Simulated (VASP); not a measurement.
Band structure of CaGaSi (space group P-6m2). All values below come from PBEsol GGA, VASP's PBE PAW potentials (set 64) (plane waves; VASP).

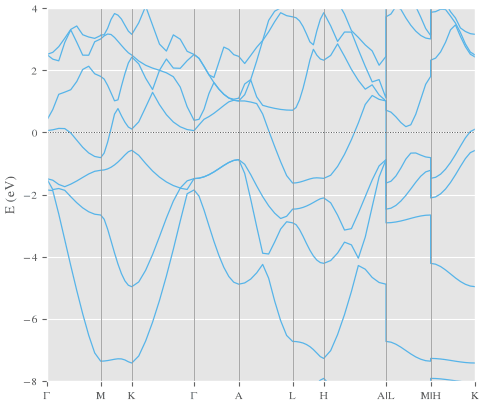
Fig. 1. Bands along high-symmetry lines, zero at the valence-band maximum or, without a gap, the Fermi level

Problem. Read the plot: is there a gap, and where are the band edges?

Solution. It has no gap at this level: it comes out as a metal or semimetal. (Edges off the drawn lines would not show.)

The structure comes from a computed database's CaGaSi entry (P-6m2); how it stands against other phases isn't given here. It was relaxed first. The electron count is odd and the run is not spin-polarised, which forces a metal.
